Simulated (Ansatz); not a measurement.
Molecule (SMILES): [SiH3] (SiH3), doublet.
Atoms: Si1, H2, H3, H4. Bonds: Si1-H2, Si1-H3, Si1-H4.

Basis-set convergence of the highest harmonic wavenumber at PBE with Ansatz (a first-principles code). Each level at its own minimum, finite differences of forces, unscaled; the reference is a large set that could be run, not a limit. Cartesian d functions, on some or all atoms, in 6-31G**; all else is spherical. The program fits the integrals of some runs and decomposes those of others, by size. Open shells are unrestricted. No added dispersion term, no relativity. Reference: the value in aug-pcseg-2, 2178 cm⁻¹, itself unsure by roughly 3 cm⁻¹ (its mean distance from aug-cc-pV(T+d)Z, def2-TZVPPD). Deviations are taken from unrounded values.

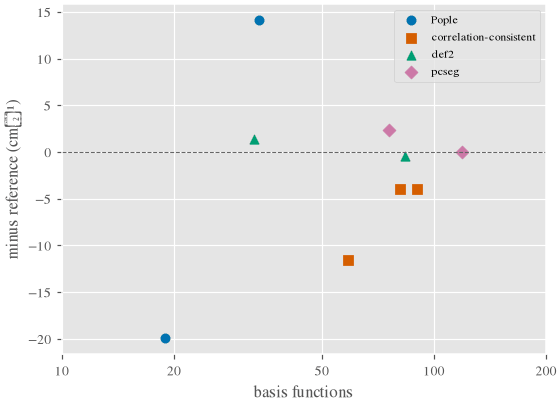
*Deviation from the reference against the number of basis functions, by family of sets.*

| basis | functions | highest harmonic wavenumber (cm⁻¹) | minus reference (cm⁻¹) |
|---|---|---|---|
| 3-21G | 19 | 2158 | -20 |
| def2-SVP | 33 | 2180 | 1 |
| 6-31G** | 34 | 2192 | 14 |
| aug-cc-pV(D+d)Z | 59 | 2167 | -12 |
| pcseg-2 | 76 | 2181 | 2 |
| cc-pV(T+d)Z | 81 | 2174 | -4 |
| def2-TZVPP | 84 | 2178 | 0 |
| jun-cc-pV(T+d)Z | 90 | 2174 | -4 |
| aug-pcseg-2 | 119 | 2178 | 0 |
